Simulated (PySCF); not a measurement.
# C₃H₈B₂NP: electronic excitations

What electronic excitations should C₃H₈B₂NP (`C#CBPBNC`) show?

The runs use PySCF 2.14.0, with density-fitted response routines of our own; the level of theory stands in each step. All values are computed, except where a source is named. Atoms are numbered from 0 throughout.

## 1. Starting geometry

15 atoms, charge 0, multiplicity 1; geometry from: GFN2-xTB.

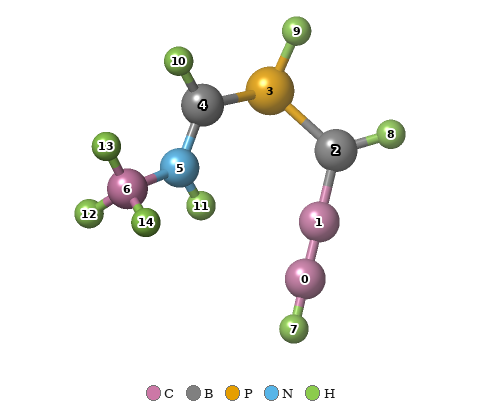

As it starts; carbon pink, boron grey, phosphorus amber, nitrogen blue, hydrogen green, atoms numbered; sticks join atoms by distance.

## 2. TDDFT and polarisability: B3LYP/def2-SVPD

The job: settings as JSON, then the geometry in Å.

```
{"job": {"kind": "uv", "xc": "B3LYP", "basis": "def2-SVPD", "nstates": 8, "ntriplets": 3}, "charge": 0, "multiplicity": 1}
C      2.476977    -1.231972     0.427052
C      2.253233    -0.054057     0.288263
B      1.948830     1.413085     0.124240
P      0.515913     1.916536    -0.894358
B     -1.023126     0.926894    -0.478180
N     -0.924719    -0.442895    -0.352043
C     -1.984207    -1.381942    -0.069282
H      2.689228    -2.254979     0.553722
H      2.687402     2.213131     0.561006
H      0.231480     3.217429    -0.532724
H     -2.063398     1.456717    -0.376776
H     -0.019530    -0.891680    -0.425084
H     -2.062883    -2.129921    -0.863162
H     -2.928893    -0.847267     0.002984
H     -1.800721    -1.901091     0.875706
```

With the program's defaults for keys left out, this is: TDDFT B3LYP/def2-SVPD, vertical, gas phase, core orbitals frozen in the response.

The run is started by

```sh
$ OMP_NUM_THREADS=1 python probes_run.py task.json out
```

This one command runs all jobs of the session in turn.

The log of the run:

```text
coarse grid: 13080 points
cycle   1  E = -564.5550134443  dE =  6.535e-01  |g| = 4.370e-01  |ddm| = 1.071e+01
cycle   2  E = -564.5135088875  dE =  4.150e-02  |g| = 5.923e-01  |ddm| = 1.850e+00
cycle   3  E = -564.6014249184  dE = -8.792e-02  |g| = 1.826e-01  |ddm| = 9.955e-01
cycle   4  E = -564.6094441495  dE = -8.019e-03  |g| = 5.155e-02  |ddm| = 2.549e-01
cycle   5  E = -564.6100489651  dE = -6.048e-04  |g| = 2.433e-02  |ddm| = 9.927e-02
cycle   6  E = -564.6102036924  dE = -1.547e-04  |g| = 4.915e-03  |ddm| = 3.591e-02
cycle   7  E = -564.6102103631  dE = -6.671e-06  |g| = 9.229e-04  |ddm| = 1.513e-02
final grid: 121936 points
cycle   8  E = -564.6898879886  dE = -4.275e-05  |g| = 4.766e-03  |ddm| = 1.644e-01
cycle   9  E = -564.6898819162  dE =  6.072e-06  |g| = 6.762e-03  |ddm| = 1.939e-02
cycle  10  E = -564.6898937068  dE = -1.179e-05  |g| = 1.572e-03  |ddm| = 9.265e-03
cycle  11  E = -564.6898943308  dE = -6.241e-07  |g| = 3.860e-04  |ddm| = 2.214e-03
cycle  12  E = -564.6898943630  dE = -3.216e-08  |g| = 1.694e-04  |ddm| = 6.678e-04
cycle  13  E = -564.6898943694  dE = -6.415e-09  |g| = 3.416e-05  |ddm| = 2.145e-04
cycle  14  E = -564.6898943697  dE = -3.495e-10  |g| = 7.393e-06  |ddm| = 9.503e-05
converged SCF energy = -564.6898943697

Static polarisability (au): isotropic 102.994, principal 71.144 112.153 125.686

Singlet excitations
state   eV       nm        f      main configurations
  1   3.9299    315.5   0.08913   H->L 0.83, H-1->L 0.15
  2   4.3417    285.6   0.04014   H-1->L 0.80, H->L 0.13
  3   5.0959    243.3   0.07673   H-2->L 0.89
  4   5.5526    223.3   0.05856   H->L+1 0.82, H-4->L 0.12
  5   5.7536    215.5   0.01837   H->L+2 0.88
  6   5.8780    210.9   0.03704   H-4->L 0.42, H-3->L 0.31
  7   5.9085    209.8   0.00388   H-3->L 0.46, H-4->L 0.35
  8   6.1710    200.9   0.08655   H->L+3 0.86

Triplet excitations (Tamm-Dancoff, eV): 2.9320 3.9692 4.3679
```

Run time: 93 s. Hardware: 1 thread of Intel Xeon at 2.50GHz, shared host; peak memory 0.82 GiB.

Frontier orbitals and where they lie:

| orbital | eV | atoms |
| --- | --- | --- |
| HOMO−3 | -8.76 | C1 34 %, C0 30 %, B2 12 % |
| HOMO−2 | -7.94 | N5 35 %, B4 15 %, C0 10 % |
| HOMO−1 | -7.69 | C0 30 %, C1 26 %, P3 11 % |
| HOMO | -6.58 | P3 45 %, N5 15 %, B2 13 % |
| LUMO | -2.11 | B2 33 %, C0 18 %, C1 18 % |
| LUMO+1 | -0.28 | B4 32 %, P3 18 %, N5 14 % |
| LUMO+2 | 0.13 | B2 20 %, C0 16 %, C1 14 % |

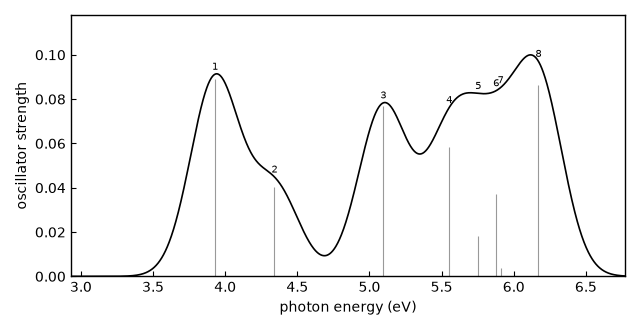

Absorption spectrum from the 8 singlet states computed; above the last one it falls off for lack of states. Lines are broadened to a width of 0.40 eV (Gaussian).

Ground-state properties from the same run:

| property | computed |
| --- | --- |
| dipole moment (D) | 2.44 |
| polarisability (Å³) | 15.26 |
| HOMO–LUMO gap (eV) | 4.47 |
| −ε(HOMO) (eV) | 6.58 |

## 3. What came out

| quantity | value |
| --- | --- |
| lowest singlet (B3LYP/def2-SVPD) | 3.93 eV (315 nm), f = 0.089 |
| lowest triplet | 2.93 eV |

The lowest singlet, at 3.93 eV, is HOMO→LUMO 0.83, HOMO−1→LUMO 0.15 and is bright. The lowest triplet lies 1.00 eV below the lowest singlet (triplets in Tamm-Dancoff, singlets in full TDDFT).
